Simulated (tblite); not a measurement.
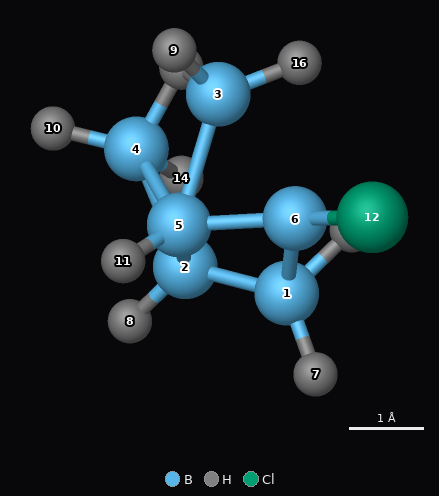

Figure 1. The starting structure (ball-and-stick view, seen at a tilt; atoms are numbered from 1 in the order of the input). Bond lengths as drawn: B–B 1.64 to 1.85 Å, B–Cl 1.70 Å and B–H 1.18 to 1.36 Å.

## B₆H₉Cl: saddle-point search

- system: B₆H₉Cl (nido-B6H10 (Cl for H, site c on B))
- method: GFN2-xTB saddle search (eigenvector following) and harmonic vibrations, gas phase (tblite 0.8.0)

### The input
```
{"job": {"xc": "GFN2-xTB", "basis": "xTB", "kind": "saddle"}, "charge": 0, "multiplicity": 1}
B     -1.114414    -1.186567     0.255182
B     -1.028527     0.159363     1.185875
B      0.930492     0.615738    -1.043776
B      0.087841     1.376886     0.534621
B      0.611387    -0.315080     0.518830
B      0.266121    -1.263809    -0.773686
H     -1.470319    -2.235762     0.658013
H     -1.311339     0.283726     2.321020
H      2.069041     0.888244    -1.171682
H      0.563545     2.212851     1.210521
H      1.465722    -0.684074     1.236324
Cl     0.869775    -2.459525    -1.816331
H     -1.402665    -0.956821    -0.918065
H     -1.194858     1.360457     0.564649
H      0.285328     1.734712    -0.674814
H      0.372870     0.469662    -2.086679
```

The first line tells a small driver script what to run in tblite; the rest is the geometry in Å.

Hardware: 1 CPU thread, shared host.

Run as:
```bash
OMP_NUM_THREADS=1 python <driver script> task.json out
```

### What the program printed
```
step      E/eV     max force
  0    -448.68916   0.0415
  1    -448.69140   0.0052
  2    -448.69140   0.0000
lowest wavenumbers (cm-1): -283.5 165.4 173.0 233.6 278.4 319.6
```

### Trajectory as extended XYZ (Å, eV, eV/Å), 3 frames, from step=0 to step=2
```
16
Properties=species:S:1:pos:R:3:forces:R:3 step=0 energy=-448.68916
B    -1.1144   -1.1866    0.2552    0.0240   0.0030   0.0100
B    -1.0285    0.1594    1.1859    0.0170   0.0070  -0.0280
B     0.9305    0.6157   -1.0438   -0.0110  -0.0100  -0.0050
B     0.0878    1.3769    0.5346   -0.0060   0.0020   0.0000
B     0.6114   -0.3151    0.5188   -0.0250  -0.0130   0.0090
B     0.2661   -1.2638   -0.7737    0.0300   0.0180   0.0120
H    -1.4703   -2.2358    0.6580   -0.0290  -0.0190  -0.0070
H    -1.3113    0.2837    2.3210   -0.0150   0.0040  -0.0310
H     2.0690    0.8882   -1.1717   -0.0080  -0.0070  -0.0190
H     0.5635    2.2129    1.2105    0.0040  -0.0030   0.0310
H     1.4657   -0.6841    1.2363    0.0330   0.0170   0.0170
Cl    0.8698   -2.4595   -1.8163   -0.0160   0.0000  -0.0160
H    -1.4027   -0.9568   -0.9181   -0.0050  -0.0040   0.0410
H    -1.1949    1.3605    0.5646   -0.0160  -0.0030   0.0070
H     0.2853    1.7347   -0.6748    0.0140  -0.0040  -0.0040
H     0.3729    0.4697   -2.0867    0.0120   0.0110  -0.0170
16
Properties=species:S:1:pos:R:3:forces:R:3 step=1 energy=-448.69140
B    -1.1051   -1.1944    0.2620    0.0010   0.0010   0.0000
B    -1.0305    0.1606    1.1808   -0.0010   0.0000   0.0040
B     0.9292    0.6083   -1.0492    0.0010   0.0010  -0.0050
B     0.0877    1.3763    0.5405    0.0000   0.0030  -0.0010
B     0.6121   -0.3160    0.5259    0.0000  -0.0010   0.0020
B     0.2742   -1.2578   -0.7732    0.0000  -0.0010  -0.0010
H    -1.4671   -2.2426    0.6646    0.0000   0.0000   0.0000
H    -1.3327    0.2963    2.3089    0.0010  -0.0010  -0.0050
H     2.0696    0.8668   -1.1902   -0.0040   0.0000   0.0000
H     0.5537    2.2085    1.2289   -0.0010  -0.0010  -0.0020
H     1.4754   -0.6725    1.2408   -0.0010   0.0010  -0.0010
Cl    0.8648   -2.4475   -1.8322   -0.0010   0.0010   0.0010
H    -1.4058   -0.9611   -0.9035    0.0000   0.0000   0.0000
H    -1.1961    1.3582    0.5483    0.0020   0.0000   0.0010
H     0.3118    1.7356   -0.6642    0.0010  -0.0030   0.0030
H     0.3588    0.4812   -2.0881    0.0030   0.0010   0.0040
16
Properties=species:S:1:pos:R:3:forces:R:3 step=2 energy=-448.69140
B    -1.1049   -1.1945    0.2622    0.0000   0.0000   0.0000
B    -1.0305    0.1606    1.1807    0.0000   0.0000   0.0000
B     0.9292    0.6082   -1.0494    0.0000   0.0000   0.0000
B     0.0877    1.3764    0.5407    0.0000   0.0000   0.0000
B     0.6120   -0.3161    0.5261    0.0000   0.0000   0.0000
B     0.2742   -1.2577   -0.7733    0.0000   0.0000   0.0000
H    -1.4668   -2.2426    0.6648    0.0000   0.0000   0.0000
H    -1.3332    0.2964    2.3085    0.0000   0.0000   0.0000
H     2.0694    0.8666   -1.1907    0.0000   0.0000   0.0000
H     0.5535    2.2086    1.2290    0.0000   0.0000   0.0000
H     1.4754   -0.6725    1.2408    0.0000   0.0000   0.0000
Cl    0.8646   -2.4473   -1.8323    0.0000   0.0000   0.0000
H    -1.4058   -0.9614   -0.9034    0.0000   0.0000   0.0000
H    -1.1959    1.3583    0.5481    0.0000   0.0000   0.0000
H     0.3125    1.7352   -0.6637    0.0000   0.0000   0.0000
H     0.3586    0.4817   -2.0881    0.0000   0.0000   0.0000
```

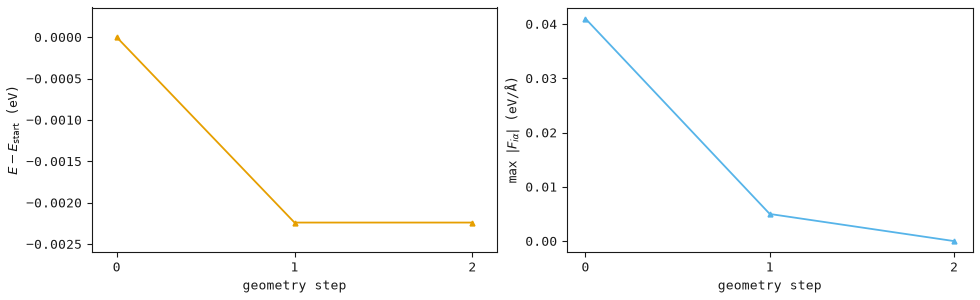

Figure 2. Progress of the saddle-point search, step by step (steps are counted from 0).

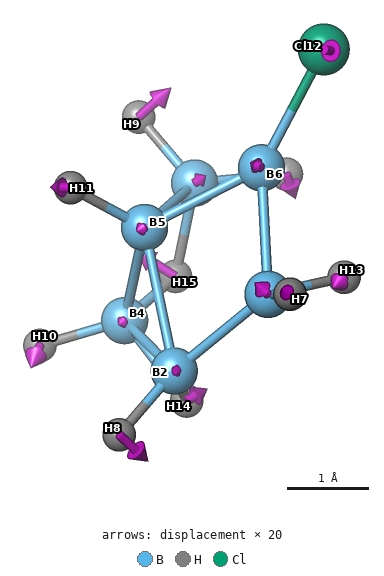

Figure 3. The starting structure with the displacements as pink arrows, magnified 20 times (ball-and-stick view, seen at a tilt). The two geometries are laid on each other by the best rigid fit. H15 moves most after the best rigid fit: 0.029 Å. By element the largest moves are H 0.029 Å, Cl 0.021 Å, B 0.014 Å. Among the contacts that change: B3–B5 1.847 → 1.854 Å, B2–B4 1.776 → 1.771 Å. Over 2 geometry steps the energy falls by 0.002 eV. The largest force component goes from 0.041 to under 0.0001 eV/Å. (Atoms are counted from 1 in the order of the input.)

### Summary

```tsv
quantity	value
outcome	converged
total energy	−448.6914 eV
point group	C1
wall time	2.3 s
peak memory	0.18 GiB
```
